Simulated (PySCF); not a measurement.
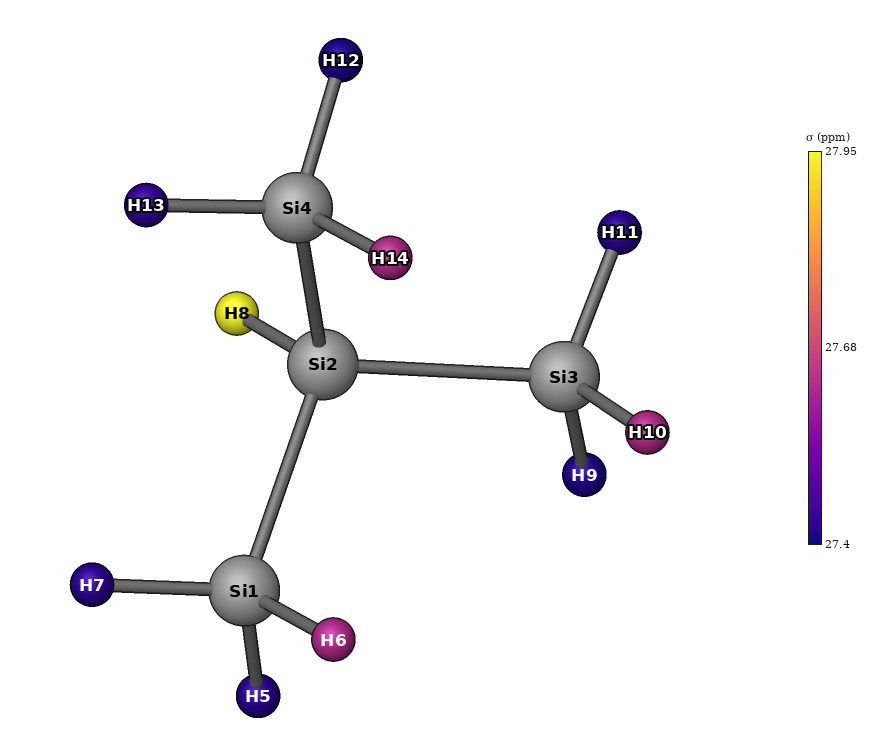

Atoms are coloured by their isotropic NMR shieldings (H only, the others grey). The geometry was computed by an optimisation with PBE0-D3(BJ)/def2-SVP. No frequency run is at hand to confirm it as a minimum. Properties computed with GIAO OPBE/pcSseg-1 NMR shielding, non-relativistic, gas phase (PySCF 2.14.0).

Which H atom is the most shielded (lowest chemical shift)?

H8 (27.94 ppm).

Which H atom is the least shielded (highest chemical shift)?

H5, H9, H12 (27.42 ppm).

How wide is the range of H shifts?

0.52 ppm.

Give the isotropic NMR shieldings of the H atoms atom by atom.

| atom | σ (ppm) |
| --- | --- |
| H5 | 27.42 |
| H6 | 27.63 |
| H7 | 27.43 |
| H8 | 27.94 |
| H9 | 27.42 |
| H10 | 27.63 |
| H11 | 27.43 |
| H12 | 27.42 |
| H13 | 27.44 |
| H14 | 27.63 |
